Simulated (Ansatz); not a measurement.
**CH6OSi2: small, medium and large basis sets**

How large a basis does CH6OSi2 need? Two functionals are run in growing sets.

Computed with Ansatz 0.2.0, Gaussian basis. Level: one geometry, several basis sets.

Plan: PBE0-D4/def2-SVP; ωB97M-V/def2-SVP; PBE0-D4/def2-QZVPP; ωB97M-V/def2-QZVPP; the functionals' def2-TZVPP values are taken from earlier runs.

**1. The geometry**

An earlier PBE0-D4 in a triple-zeta def2 set relaxation fixed the geometry.

SMILES `[SiH3]C1O[SiH2]1`, 10 atoms, charge 0, spin multiplicity 1.

Atoms are counted from 1 here; the program's logs count them from 0.

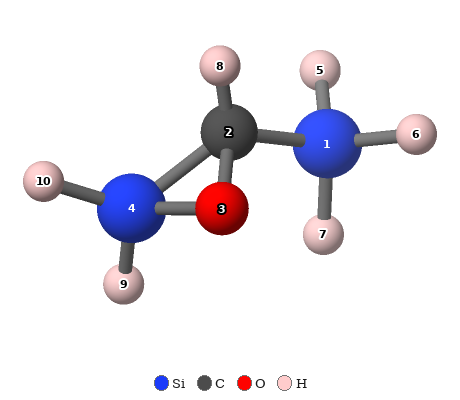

The geometry (silicon blue, carbon dark grey, oxygen red, hydrogen pink); atoms are numbered from 1 in the order of the file.

**2. PBE0-D4 in def2-SVP**

Contents of in.yaml:

```yaml
crystal:
  periodic: [false, false, false]
  atoms:
    - {symbol: Si, position_ang: [-0.128802, 1.521376, 0.272078]}
    - {symbol: C, position_ang: [-0.252149, -0.319140, 0.552737]}
    - {symbol: O, position_ang: [1.069743, -1.014605, 0.624569]}
    - {symbol: Si, position_ang: [0.212647, -1.548218, -0.692110]}
    - {symbol: H, position_ang: [-1.498036, 2.060905, 0.052111]}
    - {symbol: H, position_ang: [0.482194, 2.212731, 1.438385]}
    - {symbol: H, position_ang: [0.704794, 1.777568, -0.931617]}
    - {symbol: H, position_ang: [-0.921933, -0.650598, 1.348451]}
    - {symbol: H, position_ang: [0.710017, -1.156108, -2.027391]}
    - {symbol: H, position_ang: [-0.295573, -2.935210, -0.634314]}
basis:
  gaussian: {orbitals: def2-SVP}
hamiltonian: {xc: pbe0, dispersion: d4}
output: {orbitals: {seedname: orbitals}}
```

Started as:

```
$ ansatz run in.yaml --threads 2 --pin off --events-out ev --progress --plain --max-ram 4352MiB
```

Output:

```text
Functional definition: PBE0
  name "PBE0"
  cite "Adamo & Barone, J. Chem. Phys. 110, 6158 (1999) doi:10.1063/1.478522"
  cite "Perdew, Burke & Ernzerhof, Phys. Rev. Lett. 77, 3865 (1996) doi:10.1103/PhysRevLett.77.3865"
  parent pbe
  parameter a = 0.25
  parameter kappa = 0.804
  parameter beta = 0.06672455060314922
  exchange = (1 - a)*pbe_x(kappa = kappa, mu = beta*pi^2/3) + a*exact_x
  correlation = pbe_c(beta = beta)
1041 factors; their error is unknown
mean field evaluation 1: about -18913.8378 eV, gradient 4.4e1 eV
mean field evaluation 2: about -18902.9039 eV, gradient 8.3e1 eV
mean field evaluation 4: about -18918.0955 eV, gradient 6.0e0 eV
mean field evaluation 8: about -18918.1729 eV, gradient 2.2e-2 eV
mean field evaluation 16: about -18918.2741 eV, gradient 4.5e-5 eV
mean field -18918.27407264 eV, -695.2337489029 hartree, gradient 4.5e-5 eV, S^2 0.000000; 0 other end points of the search recorded, 0 dependent functions left out
reference -18918.27410054 eV, -695.2337499281 hartree; 24, 24 occupied and 70, 70 virtual orbitals, 1041 factors
Total energy: -18918.45637767 eV, -695.2404484891 hartree
```

It took 1.2 s on 2 threads of AMD EPYC 7B13, shared host.

**3. ωB97M-V in def2-SVP**

in.yaml: that of step 2 with these lines changed.

```diff
@@ -15,3 +15,3 @@
   gaussian: {orbitals: def2-SVP}
-hamiltonian: {xc: pbe0, dispersion: d4}
+hamiltonian: {xc: {name: wB97M-V}}
 output: {orbitals: {seedname: orbitals}}
```

Launched as before.

Output, cut to the lines that bear on the results:

```text
Functional definition: wB97M-V
  name "wB97M-V"
  cite "Mardirossian & Head-Gordon, J. Chem. Phys. 144, 214110 (2016) doi:10.1063/1.4952647"
  cite "Becke, J. Chem. Phys. 107, 8554 (1997) doi:10.1063/1.475007"
  cite "Vydrov & Van Voorhis, J. Chem. Phys. 133, 244103 (2010) doi:10.1063/1.3521275"
  # Of w^i u^j: cxij and so on, Table III.
[...]
  gx(w, u) = 1 - cx + cx01*u + cx10*w
  gss(w, u) = css00 + css04*u^4 + css10*w + css20*w^2 + css43*w^4*u^3
  gos(w, u) = cos00 + cos10*w + (cos20 + cos21*u)*w^2 + (cos60 + cos61*u)*w^6
[...]
      + integral(e_c_pw_mod_opposite_spin*gos(b97_w_opposite, b97_u_opposite)) + vv10(b, c)
1041 factors; their error is unknown
316 factors; integrals over basis functions are off by at most 7.3e-6 eV
[...]
mean field -18925.86961693 eV, -695.5128800070 hartree, gradient 8.1e-5 eV, S^2 0.000000; 0 other end points of the search recorded, 0 dependent functions left out
reference -18925.86966113 eV, -695.5128816314 hartree; 24, 24 occupied and 70, 70 virtual orbitals, 1041 factors
Total energy: -18925.86966113 eV, -695.5128816314 hartree
```

Wall time 4 s (2 threads of AMD EPYC 7B13, shared host).

**4. PBE0-D4 in def2-QZVPP**

in.yaml: that of step 3 with these lines changed.

```diff
@@ -14,4 +14,4 @@
 basis:
-  gaussian: {orbitals: def2-SVP}
-hamiltonian: {xc: {name: wB97M-V}}
+  gaussian: {orbitals: "def2-QZVPP.json"}
+hamiltonian: {xc: pbe0, dispersion: d4}
 output: {orbitals: {seedname: orbitals}}
```

Launched as before.

Output:

```text
Functional definition: PBE0
  name "PBE0"
  cite "Adamo & Barone, J. Chem. Phys. 110, 6158 (1999) doi:10.1063/1.478522"
  cite "Perdew, Burke & Ernzerhof, Phys. Rev. Lett. 77, 3865 (1996) doi:10.1103/PhysRevLett.77.3865"
  parent pbe
  parameter a = 0.25
  parameter kappa = 0.804
  parameter beta = 0.06672455060314922
  exchange = (1 - a)*pbe_x(kappa = kappa, mu = beta*pi^2/3) + a*exact_x
  correlation = pbe_c(beta = beta)
1487 factors; their error is unknown
mean field evaluation 1: about -18921.9977 eV, gradient 5.5e1 eV
mean field evaluation 2: about -18903.0606 eV, gradient 1.1e2 eV
mean field evaluation 4: about -18928.2689 eV, gradient 9.7e0 eV
mean field evaluation 8: about -18928.4599 eV, gradient 2.6e-1 eV
mean field -18928.45996370 eV, -695.6080734951 hartree, gradient 7.0e-5 eV, S^2 0.000000; 0 other end points of the search recorded, 0 dependent functions left out
reference -18928.46000814 eV, -695.6080751281 hartree; 24, 24 occupied and 410, 410 virtual orbitals, 1487 factors
Total energy: -18928.64228527 eV, -695.6147736891 hartree
```

Run time: 9.5 s. Hardware: 2 threads of AMD EPYC 7B13, shared host; peak memory 1.3 GiB.

**5. ωB97M-V in def2-QZVPP**

in.yaml: that of step 4 with these lines changed.

```diff
@@ -15,3 +15,3 @@
   gaussian: {orbitals: "def2-QZVPP.json"}
-hamiltonian: {xc: pbe0, dispersion: d4}
+hamiltonian: {xc: {name: wB97M-V}}
 output: {orbitals: {seedname: orbitals}}
```

Launched as before.

Output, cut to the lines that bear on the results:

```text
Functional definition: wB97M-V
  name "wB97M-V"
  cite "Mardirossian & Head-Gordon, J. Chem. Phys. 144, 214110 (2016) doi:10.1063/1.4952647"
  cite "Becke, J. Chem. Phys. 107, 8554 (1997) doi:10.1063/1.475007"
  cite "Vydrov & Van Voorhis, J. Chem. Phys. 133, 244103 (2010) doi:10.1063/1.3521275"
  # Of w^i u^j: cxij and so on, Table III.
[...]
  gx(w, u) = 1 - cx + cx01*u + cx10*w
  gss(w, u) = css00 + css04*u^4 + css10*w + css20*w^2 + css43*w^4*u^3
  gos(w, u) = cos00 + cos10*w + (cos20 + cos21*u)*w^2 + (cos60 + cos61*u)*w^6
[...]
      + integral(e_c_pw_mod_opposite_spin*gos(b97_w_opposite, b97_u_opposite)) + vv10(b, c)
1447 factors; their error is unknown
366 factors; integrals over basis functions are off by at most 1.1e-5 eV
[...]
mean field -18936.17094918 eV, -695.8914469846 hartree, gradient 5.2e-5 eV, S^2 0.000000; 0 other end points of the search recorded, 0 dependent functions left out
reference -18936.17102079 eV, -695.8914496164 hartree; 24, 24 occupied and 410, 410 virtual orbitals, 1447 factors
Total energy: -18936.17102079 eV, -695.8914496164 hartree
```

It took 20 s on 2 threads of AMD EPYC 7B13, shared host; peak memory 1.6 GiB.

**6. Functionals by basis**

The def2-TZVPP values come from earlier runs at the same geometry.

```tsv
functional	basis	functions	energy (eV)	from the largest (eV)	HOMO (eV)	LUMO (eV)
PBE0-D4	def2-SVP	94	-18918.4564	10.186	-7.64	-0.35
PBE0-D4	def2-TZVPP	230	-18927.9128	0.730	-7.67	-0.72
PBE0-D4	def2-QZVPP	434	-18928.6423	0.000	-7.69	-0.83
ωB97M-V	def2-SVP	94	-18925.8697	10.301	-9.82	1.59
ωB97M-V	def2-TZVPP	230	-18935.4944	0.677	-9.88	1.01
ωB97M-V	def2-QZVPP	434	-18936.1710	0.000	-9.90	0.74
```

**7. What came out**

| quantity | value |
| --- | --- |
| PBE0-D4: double and triple zeta above quadruple | 10.19, 0.73 eV |
| ωB97M-V: double and triple zeta above quadruple | 10.30, 0.68 eV |

What this shows: For PBE0-D4 the step from double to triple zeta gains 9.46 eV and the next only 0.73 eV. These are total energies; as a rule much of such shifts cancels in differences, which this series doesn't test. The LUMO of ωB97M-V is positive and keeps falling with the basis (1.59 to 0.74 eV): an unbound level that the basis holds in place.

For PBE0-D4 the largest set took about 8 times as long as the smallest (9.5 s against 1.2 s).
